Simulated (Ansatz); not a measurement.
# YTl2Cu3: relaxing a made-up structure, part 2 of 2

Starting from a made-up structure for YTl2Cu3, the aim is the relaxed cell, its shortest contacts and, where a second run follows, its electronic structure.

Ansatz 0.2.0; DFT, PBEsol, plane-wave PAW, files of the set soft_1, scalar-relativistic, ferromagnetic start, cell and ions relaxed at zero pressure; PAW set soft_1 (the session's first sound run).

So far: The structure; Relaxation of the guess. The relaxed cell has a = 5.504, c = 4.295 Å (conventional setting).

### Step 3. Bands of the relaxed cell

A second self-consistent run takes a narrower smearing and the mesh shown in its input; the bands follow along the standard path of the relaxed lattice.

This step: DFT, PBEsol, plane-wave PAW, files of the set soft_1, scalar-relativistic, no spin, bands and density of states at the relaxed cell; PAW set soft_1 (Ansatz 0.2.0).

Contents of input.yaml:

```yaml
crystal:
  lattice:
    - [5.5040306805, 0.0, 0.0]
    - [-2.7520153403, 4.7666303926, 0.0]
    - [0.0, 0.0, 4.2947313456]
  atoms:
    - { symbol: Tl, position: [0.6666666667, 0.3333333333, 0.0] }
    - { symbol: Tl, position: [0.3333333333, 0.6666666667, 0.0] }
    - { symbol: "Y", position: [0.0, 0.0, 0.0] }
    - { symbol: Cu, position: [0.0, 0.5, 0.5] }
    - { symbol: Cu, position: [0.5, 0.5, 0.5] }
    - { symbol: Cu, position: [0.5, 0.0, 0.5] }
kpoints:
  mp_grid: { grid: [6, 6, 8] }
  band_path:
    path:
      - [[0.0, 0.0, 0.0], [0.5, 0.0, 0.0], [0.33333333, 0.33333333, 0.0], [0.0, 0.0, 0.0], [0.0, 0.0, 0.5], [0.5, 0.0, 0.5], [0.33333333, 0.33333333, 0.5], [0.0, 0.0, 0.5]]
      - [[0.5, 0.0, 0.5], [0.5, 0.0, 0.0]]
      - [[0.33333333, 0.33333333, 0.0], [0.33333333, 0.33333333, 0.5]]
    npoints: 8
scf:
  occupations: { method: fermi_dirac, width: 0.03 }
  n_extra_bands: 10
hamiltonian:
  xc: pbesol
  pseudopotentials: { kind: paw, azcp: { folder: soft_1 }, xc_functional: pbe }
output:
  forces: true
  stress: true
  write_bands: true
  dos: { projected: true }
  write_density: true
  write_potential: true
  elf: true
  volumetric_format: npy
```

Run with:

```
$ ansatz run input.yaml --threads 4 --pin off --max-ram 10240MiB --backend cpu --events-out ev --progress --plain --runs-dir out
```

Numbers of over 12 decimals in the logs are rounded to 6 here.

Log:

```text
[...]
Crystal: 6 atoms, lattice volume = 112.675 Å³
Basis set: ecut = 420 eV, 2241 PW (Γ), exchange–correlation on 80×80×60 points (8 copies of the dense FFT grid, shifted against one another)
Bands: 57, of which v1, the nominal top of the filled ones, is band 47 counted from 1 (46 counted from 0)
Symmetry: 24 space group operations
[...]
k-points: 35 of 288
[...]
SCF iter   1: F=—  HF=-46172.139578 eV  |F-HF|=—  |Δ(HF+E_count)|=         —  Δρ=5.03e-1  dr2=2.56e2  ethr=3.10e-3  ⟨swp⟩=6.0  Hψ=6892  notcnv=0
[...]
SCF iter  11: F=-46156.297279 eV  HF=-46156.297279 eV  |F-HF|=2.60e-8  |Δ(HF+E_count)|=   5.59e-7  Δρ=5.22e-6  dr2=4.47e-8  ethr=1.06e-10  ⟨swp⟩=13.0  Hψ=14066  notcnv=0
SCF 1 converged in 11 iterations: F = -46156.297279 eV  dr2 = 4.47e-8
[...]
NSCF: frozen V_eff on 75 k-points
SCF converged after 11 iterations
Free energy (F): -46156.297279 eV
[...]
Internal energy: -46156.288965 eV  (E = F + TS)
E sigma→0 (E₀):  -46156.293122 eV
Entropy (-TS):   -0.008314 eV (-1.386 meV/atom)
Fermi energy:    13.659227 eV
[...]
--- Stress (GPa, compression-positive) ---
        0.095130      -0.000000       0.000000
       -0.000000       0.095130       0.000000
        0.000000       0.000000      -0.337305
  P = ⅓ Tr σ = -0.0490 GPa (-0.490 kbar)
--- Band table (eV; the first three rows and the last of 35) ---
  k-point 0: bands = [... 43 lower, 12.3816, 12.4510, 12.4510, 13.5607, 13.5872, 13.5872, 15.9685, 15.9685, ... 6 higher]
  k-point 1: bands = [... 43 lower, 11.6428, 12.3803, 12.3803, 13.5657, 13.5657, 14.3629, 16.0730, 16.0730, ... 6 higher]
  k-point 2: bands = [... 43 lower, 11.6430, 12.1477, 12.1477, 13.4781, 13.4781, 15.2823, 15.4542, 16.3931, ... 6 higher]
  k-point 34: bands = [... 43 lower, 11.1161, 11.1161, 11.6857, 12.6030, 14.7489, 14.7489, 15.4757, 15.4757, ... 6 higher]
```

It took 9.8 s on 4 threads of Arm Neoverse V1, shared host; peak memory 0.65 GiB; 37 s of CPU time.

Reading the cycles: dr2 is the Hartree energy of the density residual (eV), the measure of convergence; HF is the Harris–Foulkes estimate of the energy, which meets the free energy F at convergence.

Numbers from this step:

| Property | Result |
| --- | --- |
| free energy | -46156.2973 eV |
| energy at zero smearing | -46156.2931 eV |
| smearing term TS | 0.008314 eV |
| Fermi energy | 13.66 eV |
| pressure | -0.04902 GPa |

bands.tsv at the labelled points (eV, zero at the Fermi level; the bands that come nearest the Fermi level along the path):

| point | band 44 | band 45 | band 46 | band 47 | band 48 | band 49 | band 50 | band 51 |
| --- | --- | --- | --- | --- | --- | --- | --- | --- |
| Γ | -1.28 | -1.21 | -1.21 | -0.10 | -0.07 | -0.07 | 2.31 | 2.31 |
| M | -2.25 | -1.38 | -0.22 | 0.42 | 0.50 | 2.09 | 2.11 | 2.36 |
| K | -2.31 | -0.09 | -0.09 | 0.15 | 0.53 | 0.53 | 2.79 | 2.79 |
| Γ | -1.28 | -1.21 | -1.21 | -0.10 | -0.07 | -0.07 | 2.31 | 2.31 |
| A | -2.47 | -2.02 | -1.73 | -0.80 | -0.36 | -0.36 | 2.57 | 2.57 |
| L | -2.48 | -2.45 | -1.39 | -0.27 | 0.12 | 0.24 | 1.15 | 2.82 |
| H | -2.54 | -2.54 | -1.97 | -1.06 | 1.09 | 1.09 | 1.82 | 1.82 |
| A | -2.47 | -2.02 | -1.73 | -0.80 | -0.36 | -0.36 | 2.57 | 2.57 |
| L | -2.48 | -2.45 | -1.39 | -0.27 | 0.12 | 0.24 | 1.15 | 2.82 |
| M | -2.25 | -1.38 | -0.22 | 0.42 | 0.50 | 2.09 | 2.11 | 2.36 |
| K | -2.31 | -0.09 | -0.09 | 0.15 | 0.53 | 0.53 | 2.79 | 2.79 |
| H | -2.54 | -2.54 | -1.97 | -1.06 | 1.09 | 1.09 | 1.82 | 1.82 |

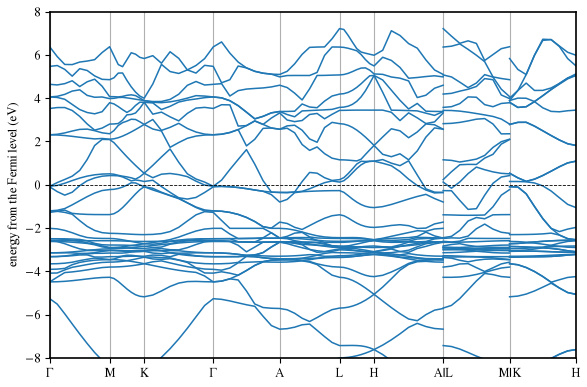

Bands along the path. 26 bands lie wholly below the window drawn.

Counts of states for the cell as run, both spins, by energy window (eV from the Fermi level):

| from | to | total |
| --- | --- | --- |
| -8 | -7 | 1.12 |
| -7 | -6 | 0.71 |
| -6 | -5 | 0.75 |
| -5 | -4 | 2.73 |
| -4 | -3 | 14.20 |
| -3 | -2 | 14.55 |
| -2 | -1 | 2.93 |
| -1 | 0 | 2.86 |
| 0 | 1 | 3.20 |
| 1 | 2 | 2.19 |
| 2 | 3 | 3.62 |
| 3 | 4 | 3.17 |
| 4 | 5 | 3.07 |

Below -8 eV lie 54.2 more states.

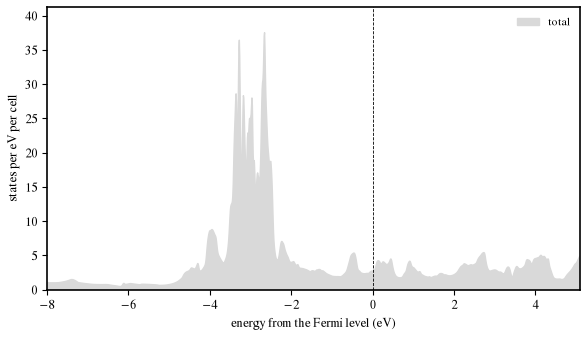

Total density of states, smoothed over about 0.04 eV.

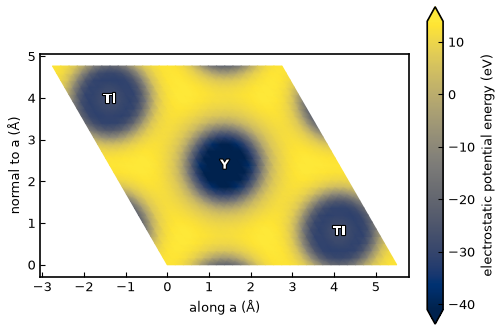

Electrostatic potential energy in the ab plane at fractional z = 0.000, with atoms of Tl and Y within 0.2 Å of it. With pseudopotentials it is smooth inside the atoms' cores, unlike the true potential. The map starts off the cell's origin, so that atoms lie inside it.

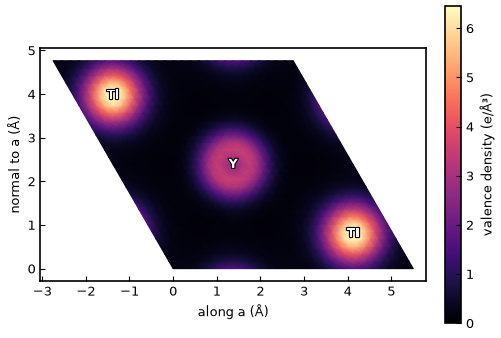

Valence density in the ab plane at fractional z = 0.000, with atoms of Tl and Y within 0.2 Å of it. It is the smooth field of the valence electrons, not physical close to the nuclei. The map starts off the cell's origin, so that atoms lie inside it.

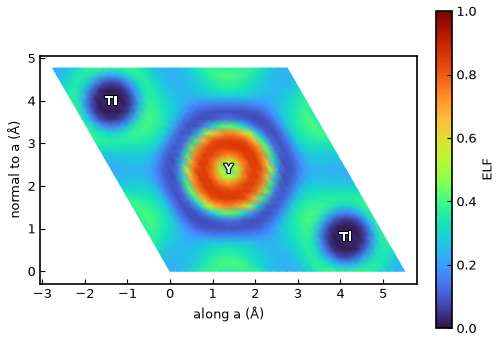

ELF in the ab plane at fractional z = 0.000, with atoms of Tl and Y within 0.2 Å of it. It is the smooth field of the valence electrons, not physical close to the nuclei. The map starts off the cell's origin, so that atoms lie inside it.

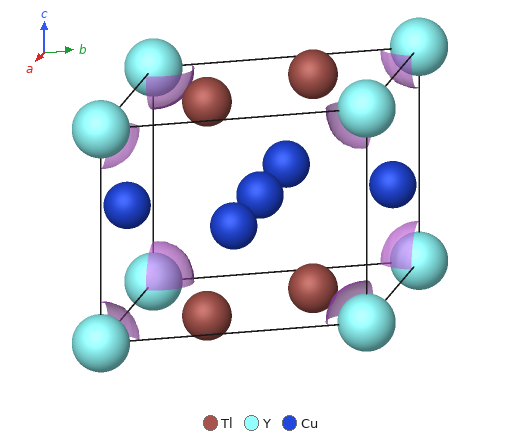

Surface of ELF = 0.8.

### Step 4. Results

```yaml
space_group_relaxed: P6/mmm
conventional_cell: a = 5.504, b = 5.504, c = 4.295 Å; α = 90.0°, β = 90.0°, γ = 120.0°
volume_per_atom: 18.78 Å³ (guess 20.97)
total_moment: 0.00 μB in the cell of 6 atoms
```

What this shows: YTl2Cu3 relaxes to P6/mmm with a = 5.504, b = 5.504 and c = 4.295 Å. The guessed volume was 12 % too large. The space group P6/mmm was held in the relaxation, so the end point is a stationary structure within it and may be a saddle against distortions or other arrangements. The moments died out from this one start and weren't seeded again at the relaxed cell. Bands cross the Fermi level, so it is a metal or semimetal at this level. On the 6×6×8 mesh with the narrower smearing (relaxed on 6×6×6) the forces vanish, as symmetry may demand, and the largest stress component is 0.337 GPa, against the relaxation's thresholds of 0.015 eV/Å and 0.05 GPa. The cutoff wasn't tested. Spin-orbit coupling is left out, which can matter for elements this heavy. No dispersion term is used, so weakly bound directions may come out too long. Nothing here tests whether the compound is stable against decomposition.

[Logs are printed without paths, hosts, clocks, repeated set-up lines and the standing remarks that a program may print on its own settings, such as how far it seeks lower states.]

[Hosts, paths, dates, database ids (printed as entryN), source tags and the programs' standing remarks are cut or masked in the printed files.]
